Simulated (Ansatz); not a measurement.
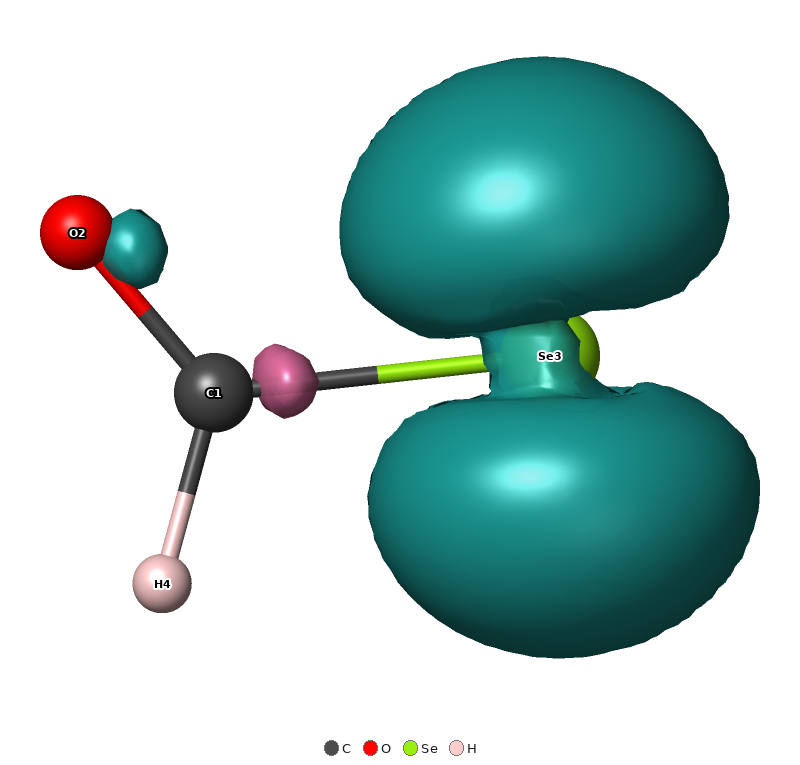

CHOSe (SMILES O=C[Se]) (doublet). Isosurfaces of the spin density at +0.03 (teal) and −0.03 e/Å³ (pink), seen across its widest extent.

Geometry: PBE0-D3(BJ)/def2-SVP.

Method: isolated molecule in a Gaussian basis; Kohn-Sham density functional theory, functional PBE0 (Ansatz).

```xyz
4

C     2.0221   -0.2608   -0.5153
O     2.5985    0.6100    0.0603
Se    0.9674    0.0020   -2.0999
H     2.0262   -1.3342   -0.2024
```

> Which atoms carry the spin?

The unpaired spin (1 electron) lies mostly on Se3 (about 1.0), in electrons by Hirshfeld's partition.
